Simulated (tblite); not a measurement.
## Geometry relaxation, with input and output: C$_{5}$H$_{8}$Cl$_{2}$SSi

System: C$_{5}$H$_{8}$Cl$_{2}$SSi.
Method: GFN2-xTB geometry optimisation, gas phase (tblite 0.8.0).

It belongs to a series of runs on one base structure; here: H on Si replaced by SCH3.

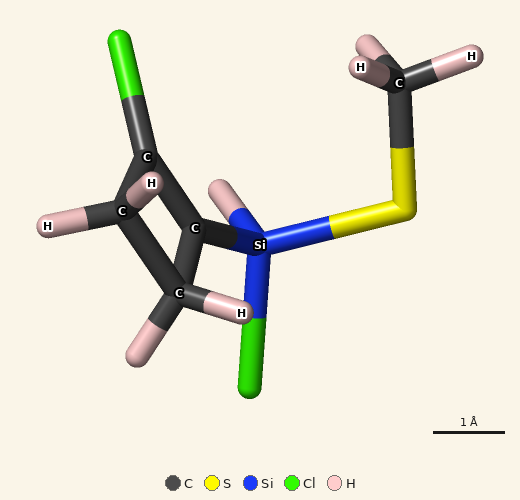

**Figure 1.** The starting structure (stick view, seen at a tilt).

Results in brief:

```csv
quantity,value
outcome,converged
total energy,−786.0226 eV
hardware,"1 CPU thread, shared host"
wall time,3.6 s
peak memory,0.18 GiB
```

Input:
```
{"job": {"kind": "relax", "xc": "GFN2-xTB", "basis": "xTB"}, "charge": 0, "multiplicity": 1}
C     -2.725300     0.108900     1.047300
S     -2.567900     0.132200    -0.758100
Si    -0.842100    -1.109000    -1.084800
Cl    -0.477200    -1.229300    -3.099500
C      0.656200    -0.237200    -0.398600
C      1.288700    -0.256800     0.779200
Cl     1.021500    -1.123800     2.295700
C      2.345600     0.756400     0.354300
C      1.610600     0.781600    -1.000600
H     -2.851000    -0.911400     1.425500
H     -3.628900     0.677500     1.325800
H     -1.872200     0.576300     1.527200
H     -1.059000    -2.462000    -0.519700
H      2.343800     1.705200     0.885500
H      3.366400     0.391700     0.299100
H      2.210600     0.449000    -1.837100
H      1.173200     1.762700    -1.251100
```

The first line tells a small driver script what to run in tblite; the rest is the geometry in Å.

Launch command:
```bash
OMP_NUM_THREADS=1 python <driver script> task.json out
```

Log:
```
step      E/eV     max force
  0    -785.87614    1.319
  1    -785.93117    0.970
  2    -785.96979    0.393
  3    -785.98081    0.327
  4    -785.98949    0.195
  5    -785.99392    0.159
  6    -785.99741    0.126
  7    -786.00008    0.107
  8    -786.00221    0.095
  9    -786.00382    0.097
 10    -786.00532    0.119
 11    -786.00700    0.138
 12    -786.00889    0.135
 13    -786.01050    0.094
 14    -786.01146    0.068
 15    -786.01206    0.077
 16    -786.01268    0.082
 17    -786.01337    0.065
 18    -786.01385    0.054
 19    -786.01407    0.035
 20    -786.01420    0.032
 21    -786.01434    0.035
 22    -786.01452    0.042
 23    -786.01471    0.037
 24    -786.01490    0.037
 25    -786.01511    0.039
 26    -786.01537    0.054
 27    -786.01563    0.059
 28    -786.01583    0.044
 29    -786.01598    0.027
 30    -786.01614    0.036
 31    -786.01636    0.045
 32    -786.01665    0.068
 33    -786.01696    0.067
 34    -786.01720    0.042
 35    -786.01735    0.033
 36    -786.01747    0.036
 37    -786.01759    0.033
 38    -786.01772    0.029
 39    -786.01784    0.027
 40    -786.01795    0.033
 41    -786.01805    0.036
 42    -786.01818    0.030
 43    -786.01833    0.033
 44    -786.01848    0.031
 45    -786.01862    0.027
 46    -786.01874    0.033
 47    -786.01884    0.037
 48    -786.01895    0.031
 49    -786.01904    0.023
 50    -786.01914    0.029
 51    -786.01925    0.027
 52    -786.01940    0.033
 53    -786.01959    0.040
 54    -786.01978    0.032
 55    -786.01995    0.036
 56    -786.02012    0.039
 57    -786.02030    0.036
 58    -786.02047    0.032
 59    -786.02062    0.026
 60    -786.02075    0.027
 61    -786.02087    0.028
 62    -786.02097    0.023
 63    -786.02107    0.023
 64    -786.02119    0.026
 65    -786.02135    0.041
 66    -786.02154    0.046
 67    -786.02171    0.030
 68    -786.02184    0.024
 69    -786.02194    0.022
 70    -786.02204    0.028
 71    -786.02218    0.030
 72    -786.02232    0.030
 73    -786.02243    0.025
 74    -786.02251    0.016
 75    -786.02256    0.017
 76    -786.02259    0.015
 77    -786.02261    0.014
 78    -786.02262    0.009
```

Trajectory as extended XYZ (Å, eV, eV/Å), 6 of the 79 frames kept, from step=0 to step=78:
```
17
Properties=species:S:1:pos:R:3:forces:R:3 step=0 energy=-785.87614
C    -2.7253    0.1089    1.0473   -0.4860  -0.0490   0.6710
S    -2.5679    0.1322   -0.7581   -0.1860   0.0280  -0.1140
Si   -0.8421   -1.1090   -1.0848    0.0680  -0.4260  -0.3920
Cl   -0.4772   -1.2293   -3.0995   -0.2120   0.0110   0.4860
C     0.6562   -0.2372   -0.3986   -0.2360  -0.2270  -0.0380
C     1.2887   -0.2568    0.7792    0.5420   0.2790   0.4090
Cl    1.0215   -1.1238    2.2957    0.2170   0.6580  -1.1220
C     2.3456    0.7564    0.3543   -0.1290  -0.2090   0.4350
C     1.6106    0.7816   -1.0006   -0.2060   0.3920   0.2930
H    -2.8510   -0.9114    1.4255    0.1190   0.2010  -0.2340
H    -3.6289    0.6775    1.3258    0.3930  -0.2060  -0.3450
H    -1.8722    0.5763    1.5272    0.1270  -0.0230  -0.1200
H    -1.0590   -2.4620   -0.5197    0.0360   0.4400  -0.1640
H     2.3438    1.7052    0.8855   -0.0700  -0.0340   0.1350
H     3.3664    0.3917    0.2991    0.0420  -0.1500   0.1040
H     2.2106    0.4490   -1.8371   -0.0420  -0.2120  -0.1280
H     1.1732    1.7627   -1.2511    0.0220  -0.4720   0.1230
17
Properties=species:S:1:pos:R:3:forces:R:3 step=16 energy=-786.01268
C    -2.7145    0.0918    1.0407    0.0290   0.0010  -0.0300
S    -2.6118    0.1051   -0.7794   -0.0400   0.0230   0.0040
Si   -0.8505   -1.0899   -1.1009    0.0250  -0.0210  -0.0270
Cl   -0.5895   -1.2366   -3.0915   -0.0120   0.0050   0.0390
C     0.6519   -0.2357   -0.3887   -0.0010  -0.0020   0.0110
C     1.3067   -0.2307    0.7807   -0.0080  -0.0060   0.0180
Cl    1.0854   -1.0531    2.2575   -0.0210   0.0020  -0.0190
C     2.3547    0.7609    0.3799   -0.0040  -0.0080   0.0210
C     1.6136    0.7834   -0.9795    0.0320   0.0040  -0.0110
H    -2.8200   -0.9263    1.3984    0.0070  -0.0270  -0.0120
H    -3.5965    0.6679    1.2957   -0.0100   0.0130   0.0250
H    -1.8300    0.5542    1.4651    0.0240   0.0020  -0.0160
H    -1.0715   -2.4024   -0.5103    0.0050  -0.0110   0.0170
H     2.3458    1.6968    0.9359   -0.0140   0.0030  -0.0190
H     3.3713    0.3713    0.3538   -0.0260   0.0050  -0.0280
H     2.1892    0.4215   -1.8264    0.0420  -0.0530  -0.0060
H     1.1587    1.7338   -1.2409   -0.0280   0.0700   0.0330
17
Properties=species:S:1:pos:R:3:forces:R:3 step=31 energy=-786.01636
C    -2.6885    0.0861    1.0316   -0.0010  -0.0030   0.0030
S    -2.6302    0.1050   -0.7887    0.0340  -0.0230   0.0000
Si   -0.8592   -1.0848   -1.1002   -0.0420  -0.0110  -0.0120
Cl   -0.6073   -1.2479   -3.0869    0.0060  -0.0110  -0.0090
C     0.6385   -0.2205   -0.3913   -0.0100  -0.0070  -0.0200
C     1.2869   -0.2240    0.7812   -0.0070   0.0110  -0.0100
Cl    1.0397   -1.0536    2.2487    0.0030   0.0070   0.0120
C     2.3442    0.7606    0.3869   -0.0050   0.0060  -0.0020
C     1.6127    0.7892   -0.9782    0.0060   0.0110   0.0030
H    -2.7889   -0.9375    1.3794    0.0050   0.0350   0.0140
H    -3.5602    0.6656    1.3190    0.0370  -0.0170   0.0080
H    -1.7860    0.5392    1.4299   -0.0230  -0.0110   0.0030
H    -1.0654   -2.3902   -0.4826   -0.0020   0.0270  -0.0170
H     2.3374    1.6980    0.9398   -0.0070   0.0030   0.0000
H     3.3584    0.3665    0.3613   -0.0090  -0.0070   0.0000
H     2.1919    0.4138   -1.8181    0.0090  -0.0040   0.0090
H     1.1690    1.7466   -1.2415    0.0070  -0.0050   0.0190
17
Properties=species:S:1:pos:R:3:forces:R:3 step=47 energy=-786.01884
C    -2.6450    0.0828    1.0371   -0.0010  -0.0030   0.0150
S    -2.6363    0.0936   -0.7839    0.0030   0.0080  -0.0140
Si   -0.8674   -1.0876   -1.1238   -0.0070  -0.0060   0.0090
Cl   -0.6157   -1.2837   -3.1054   -0.0020   0.0160  -0.0330
C     0.6249   -0.2144   -0.4118    0.0070  -0.0020   0.0020
C     1.2474   -0.2124    0.7751    0.0080   0.0100   0.0050
Cl    0.9719   -1.0289    2.2457   -0.0070  -0.0010  -0.0020
C     2.3195    0.7622    0.3986   -0.0050   0.0060  -0.0080
C     1.6130    0.7947   -0.9795    0.0020   0.0010   0.0050
H    -2.7463   -0.9370    1.3936    0.0010   0.0040   0.0090
H    -3.5004    0.6722    1.3495    0.0110  -0.0020  -0.0080
H    -1.7280    0.5262    1.4104    0.0010   0.0050  -0.0010
H    -1.0743   -2.3890   -0.5020    0.0100  -0.0110   0.0090
H     2.3156    1.7012    0.9494   -0.0040  -0.0090  -0.0020
H     3.3280    0.3525    0.3903   -0.0110   0.0140   0.0010
H     2.2099    0.4244   -1.8094   -0.0110  -0.0110   0.0050
H     1.1761    1.7553   -1.2439    0.0020  -0.0200   0.0080
17
Properties=species:S:1:pos:R:3:forces:R:3 step=62 energy=-786.02097
C    -2.5927    0.0913    1.0470   -0.0080  -0.0010   0.0060
S    -2.6263    0.0745   -0.7734   -0.0060   0.0040  -0.0050
Si   -0.8661   -1.1070   -1.1490    0.0100  -0.0010  -0.0040
Cl   -0.6484   -1.2475   -3.1411    0.0130   0.0050   0.0110
C     0.6203   -0.2353   -0.4224   -0.0100   0.0010  -0.0090
C     1.2147   -0.2108    0.7786   -0.0180  -0.0030  -0.0070
Cl    0.9020   -1.0034    2.2556    0.0160  -0.0080   0.0000
C     2.2861    0.7681    0.4123   -0.0060   0.0000   0.0060
C     1.6082    0.7791   -0.9793   -0.0100  -0.0110  -0.0080
H    -2.6966   -0.9212    1.4218    0.0000  -0.0090   0.0100
H    -3.4362    0.6937    1.3644   -0.0090   0.0070   0.0160
H    -1.6656    0.5320    1.3973    0.0080   0.0070  -0.0200
H    -1.0507   -2.4223   -0.5488   -0.0060  -0.0010  -0.0090
H     2.2613    1.7124    0.9518    0.0070   0.0120   0.0110
H     3.2974    0.3672    0.4283    0.0110   0.0100   0.0080
H     2.2236    0.4105   -1.7957    0.0020  -0.0110  -0.0020
H     1.1620    1.7308   -1.2575    0.0060  -0.0010  -0.0060
17
Properties=species:S:1:pos:R:3:forces:R:3 step=78 energy=-786.02262
C    -2.5615    0.1002    1.0568    0.0010   0.0010  -0.0040
S    -2.6418    0.0454   -0.7626   -0.0040   0.0030   0.0070
Si   -0.8718   -1.1143   -1.1645    0.0060   0.0010   0.0010
Cl   -0.6393   -1.2005   -3.1582    0.0000   0.0010   0.0020
C     0.6080   -0.2451   -0.4223    0.0010  -0.0020  -0.0010
C     1.1926   -0.2114    0.7834   -0.0030  -0.0020  -0.0020
Cl    0.8858   -1.0096    2.2588    0.0000   0.0020   0.0000
C     2.2583    0.7763    0.4228   -0.0010  -0.0020   0.0000
C     1.6028    0.7621   -0.9798   -0.0030  -0.0020  -0.0020
H    -2.6552   -0.9041    1.4564    0.0040   0.0040   0.0020
H    -3.3946    0.7112    1.3866    0.0000  -0.0040  -0.0030
H    -1.6236    0.5478    1.3678   -0.0030   0.0000  -0.0030
H    -1.0491   -2.4479   -0.6044   -0.0010  -0.0020   0.0010
H     2.2084    1.7271    0.9500   -0.0010   0.0000   0.0020
H     3.2764    0.3947    0.4638    0.0020  -0.0020   0.0000
H     2.2331    0.3725   -1.7752   -0.0010   0.0020   0.0000
H     1.1645    1.7076   -1.2893    0.0020   0.0030   0.0010
```

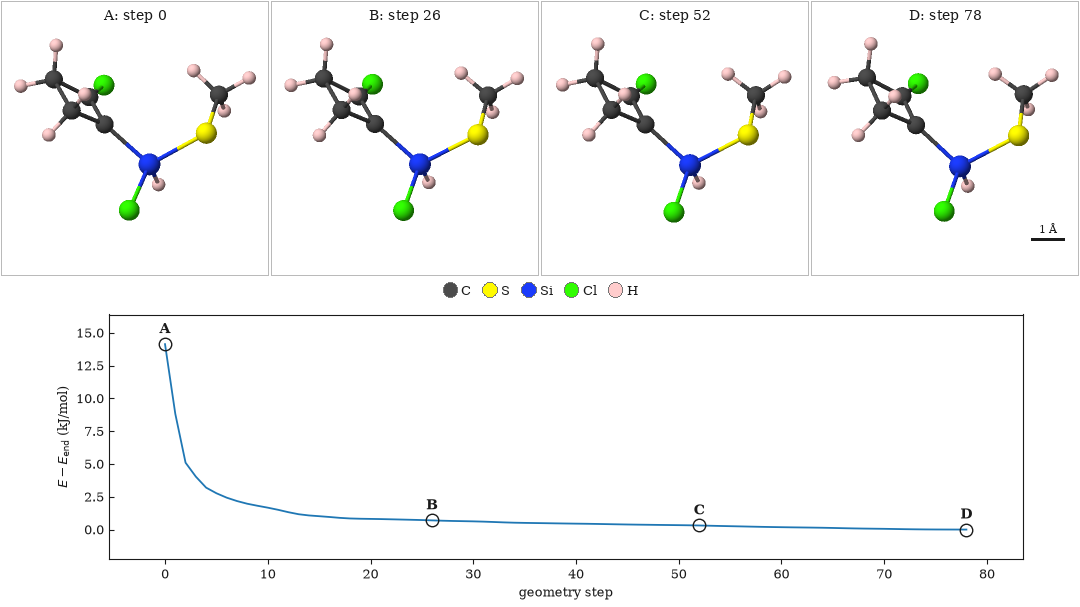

**Figure 2.** Frames of the relaxation (ball-and-stick view, seen at a tilt) above the curves, on which the letters mark them (steps are counted from 0).

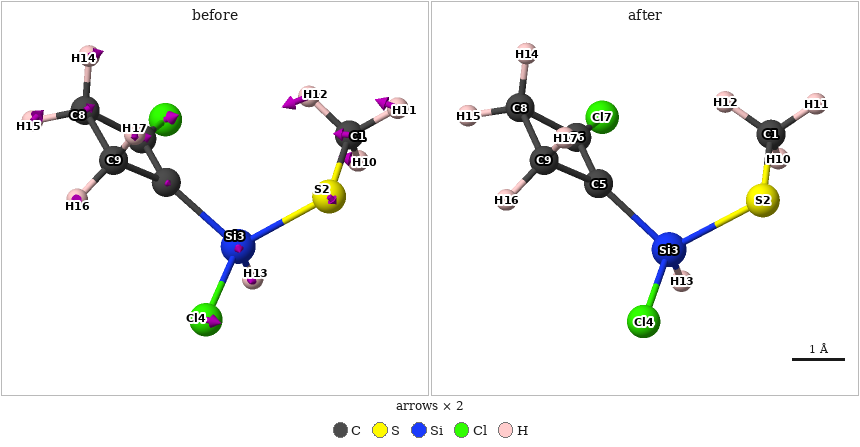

**Figure 3.** Before (left) and after (right) the relaxation, at one scale (ball-and-stick view, seen at a tilt). The pink arrows give the displacements, magnified 2 times. The energy falls by 14.1 kJ/mol in 78 geometry steps. The largest force component goes from 1.1 to 0.007 eV/Å. The largest move after the best rigid fit is that of H12, 0.30 Å. By element the largest moves are H 0.30 Å, Cl 0.18 Å, C 0.16 Å, S 0.11 Å, Si 0.09 Å. Among the contacts that change: C6–Cl7 1.767 → 1.705 Å, Si3–Cl4 2.051 → 2.009 Å, C6–C8 1.525 → 1.497 Å, Si3–H13 1.482 → 1.457 Å. Among the angles that change: Cl4–Si3–C5 104.2° → 108.8°, C1–S2–Si3 102.3° → 99.6°, H10–C1–H11 107.4° → 110.1°. (Atoms are counted from 1 in the order of the input.)
